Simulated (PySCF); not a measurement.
**C₇H₃F₂N (SMILES N#Cc1cccc(F)c1F): density, localisation and related maps**

Input file:

```
{"job": {"kind": "nmr", "xc": "PBE0", "basis": "pcSseg-1", "pop": false}, "charge": 0, "multiplicity": 1}
N      3.332000     0.287500     0.349900
C      2.207800     0.213500     0.437000
C      0.813400     0.041500     0.241400
C      0.319300    -1.274900     0.376600
C     -1.060000    -1.450100    -0.073000
C     -1.949800    -0.370200    -0.085800
C     -1.403300     0.874600    -0.073000
F     -2.204800     1.984900    -0.293500
C     -0.033900     1.111900     0.083500
F      0.388300     2.384200     0.129300
H      0.920700    -2.118900     0.404300
H     -1.464000    -2.447000    -0.247900
H     -3.008100    -0.445600    -0.323300
```

Run with:

```sh
OMP_NUM_THREADS=1 python probes_run.py task.json out
```

Geometry: GFN2-xTB, MD frame at 250 fs, 400 K.

These are results of PySCF, PBE0/pcSseg-1, SCF density, gas phase, non-relativistic, not measurements.

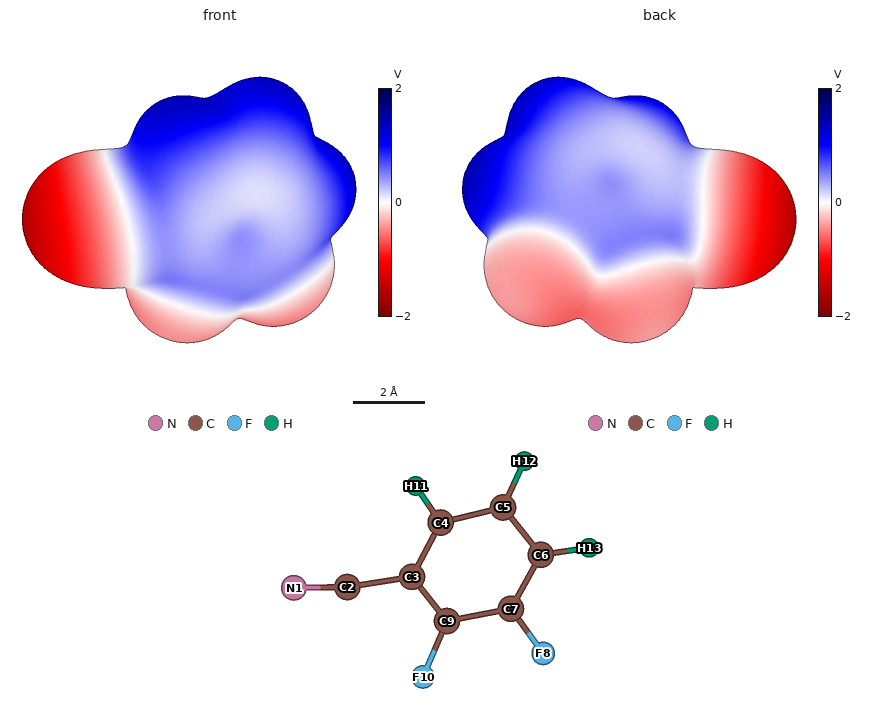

Figure 1. The molecular electrostatic potential painted on the density surface at 0.001 e/bohr³, seen from the front and from behind; the colour scale runs from red (negative) to blue (positive). The bare structure is drawn below in the same view.

Q: Where is the surface potential most negative and most positive?

A: The most negative region (about −1.5 V, or −35 kcal/mol for a unit charge) lies over N1, the most positive (about +1.4 V, or +32 kcal/mol for a unit charge) over H11, H12 and H13. N1 is the likeliest acceptor of a hydrogen bond.

Q: How polar is the molecule by this calculation?

A: Its dipole moment is 4.85 D.

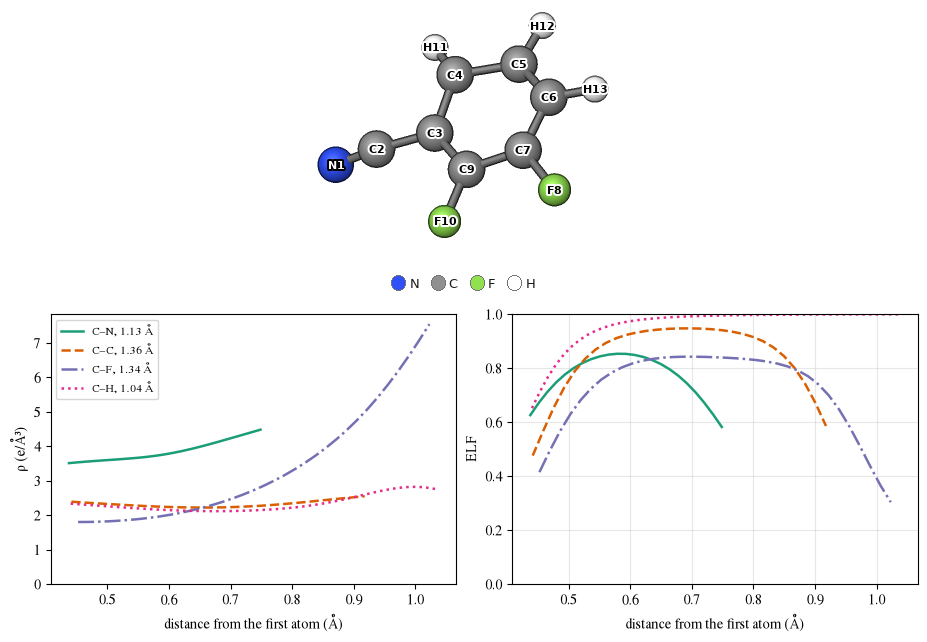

Figure 2. Total electron density and ELF along straight lines between neighbouring atoms. The curves leave out the atomic cores. The structure is drawn too.

Q: Compare the contacts.

A: C–N (1.13 Å): ρ at the midpoint is about 3.7 e/Å³; the ELF peaks at about 0.85 between the atoms (a short, multiple covalent bond).
C–C (1.36 Å): ρ is about 2.2 e/Å³ halfway; the ELF peaks at about 0.95 between the atoms (localised, covalent bonding).
C–F (1.34 Å): ρ at the midpoint is about 2.3 e/Å³; the ELF peaks at about 0.85 between the atoms; a shared but strongly polarised pair.
C–H (1.04 Å): the density is about 2.2 e/Å³ at the midpoint; the ELF climbs to about 1 towards the hydrogen, as it does in any bond to H (an ordinary covalent bond to hydrogen).
